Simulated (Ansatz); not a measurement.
The starting structures come from a database of crystals and need not be the phases stable at ambient conditions.

 Where the default PAW files enter, the runs use the earlier of Ansatz's two default sets.

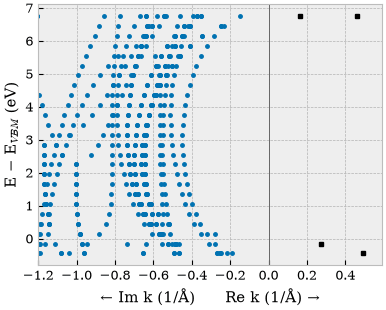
Figure: Complex bands at the centre of the two-dimensional zone; r2SCAN (Ansatz, an electronic-structure program)

The gap is the functional's own. No spin-orbit coupling. Mid-gap values are interpolated on the energy grid.

Problem. This is YPO4 (I4_1/amd, not sure to be the ambient phase, 12 atoms a cell, 11.9 Å³ an atom) along the normal of (100). Read off the slowest decay at the centre of the two-dimensional zone at 3.45 eV, the computed energy nearest the middle of the gap.

Solution. κ ≈ 0.45 1/Å, a decay length 1/(2κ) of the density of 1.1 Å.
